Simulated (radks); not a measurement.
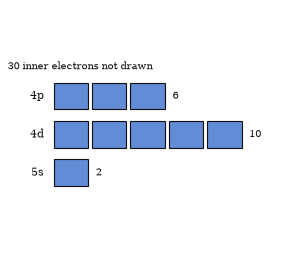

Fig. 1: The outer shells as the input fills them: a box for each of the 2l + 1 orbitals, shaded by the share of the shell that is filled, with the electron count at the right.

## Sb³⁺: atomic calculation

System: the antimony ion Sb³⁺ in the configuration [Kr] 4d10 5s2.
Method: Dirac Kohn-Sham, LDA (Slater exchange, Perdew-Wang correlation), spin-unpolarised, spherical densities, finite nucleus (the in-house radial solver radks).

Input file:
```
Z 51
configuration [Kr] 4d10 5s2
relativity Dirac
functional lda,pw
spin unpolarised
j_filling average
nucleus finite rms 4.6802 fm
c 137.035999084
threshold 1e-13
max_iterations 91
```

Energies in input and log are in hartree, lengths in bohr (the nuclear radius in fm).

Hardware: 1 thread of Intel Xeon, 163 GiB of memory available, shared host.

Launched within a batch (the task file carries these settings):
```bash
python <driver script> task.json out
```

Log:
```
1s1/2   1   2.0000       -1112.70462355
2s1/2   1   2.0000        -170.23674821
2p1/2   1   2.0000        -159.42780255
2p3/2   1   4.0000        -150.18651989
3s1/2   1   2.0000         -34.23792546
3p1/2   1   2.0000         -29.81058981
3p3/2   1   4.0000         -28.10575376
3d3/2   1   4.0000         -20.25424904
3d5/2   1   6.0000         -19.89951845
4s1/2   1   2.0000          -6.54106212
4p1/2   1   2.0000          -5.04018661
4p3/2   1   4.0000          -4.72076620
4d3/2   1   4.0000          -2.34056016
4d5/2   1   6.0000          -2.29394072
5s1/2   1   2.0000          -1.44733539
Etot -6476.005066325651
Ekin 6831.645659011338
Encl -15678.550810168945
Eh 2535.1067218487096
Exc -164.2066370167534
err 4.5241770691706274e-13
it 23
```

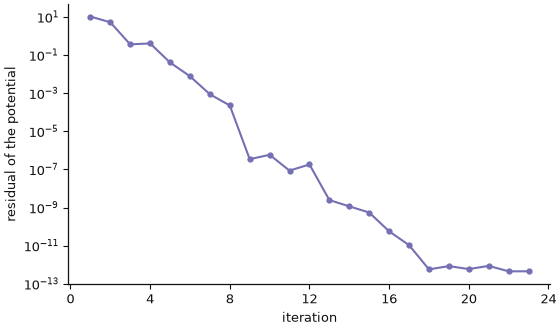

Fig. 2: Convergence: residual of the potential against the iteration. The residual comes down, with one marked jump up, by a factor of about 2, at step 12. It goes from 11 to 4.5×10⁻¹³ in 23 steps.

What the run reported:

| quantity | value |
| --- | --- |
| outcome | converged |
| total energy | −6476.0051 hartree |
| kinetic energy | 6831.6457 hartree |
| electron–nucleus energy | −15678.5508 hartree |
| Hartree energy | 2535.1067 hartree |
| exchange–correlation energy | −164.206637 hartree |
| radius at density 0.001 e/bohr³ | 3.43 bohr |
| SCF iterations | 23 |

What is odd here:

A numerical setting was moved from its usual value: convergence threshold tolx = 1e-13. The program ran to the end, and its total energy equals that of the same run with the usual input (−6476.00507 hartree) within 10⁻⁵ hartree, so the oddity leaves no trace in it.
